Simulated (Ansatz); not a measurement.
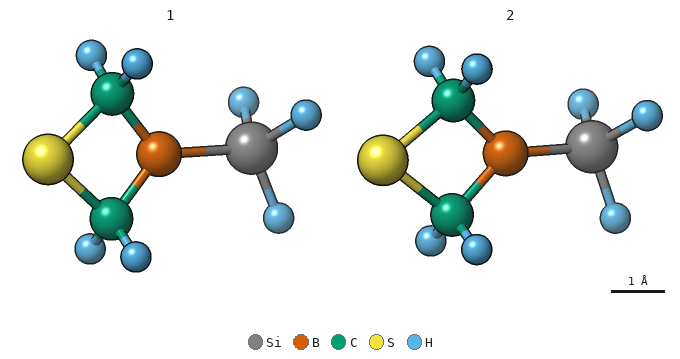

Two geometries of C2H7BSSi, drawn at one scale. One is the start of a relaxation, the other its converged end. A ball-and-stick model, seen at a tilt.

All numbers below come from RKS PBE0-D4/def2-SVP (Ansatz). Set-up: no spin polarisation; force threshold 0.015 eV/Å; at most 40 steps.

Q: Which of the two is the end point?

A: Structure 1 is the relaxed one. The run prepares an end point of a later path (torsion) calculation, from a guessed geometry. An H atom moves most after the best rigid fit: 0.15 Å. Largest moves by element: H 0.15 Å, B 0.14 Å, C 0.13 Å, S 0.10 Å, Si 0.06 Å. Some distances before and after: B–Si 1.918 → 2.026 Å, H–Si 1.410 → 1.500 Å, C–H 1.151 → 1.104 Å, B–C 1.618 → 1.577 Å. Bond angles that change, for instance: C–B–C 86.7° → 98.4°, B–C–S 101.7° → 90.1°, B–C–S 99.5° → 90.3°. After 4 accepted moves (5 points after the start) the energy has fallen by 76.0 kJ/mol. Largest force component: 3.3 eV/Å at the start, 0.0061 eV/Å at the end. The line search rejected the trial step at point 4 of the run.
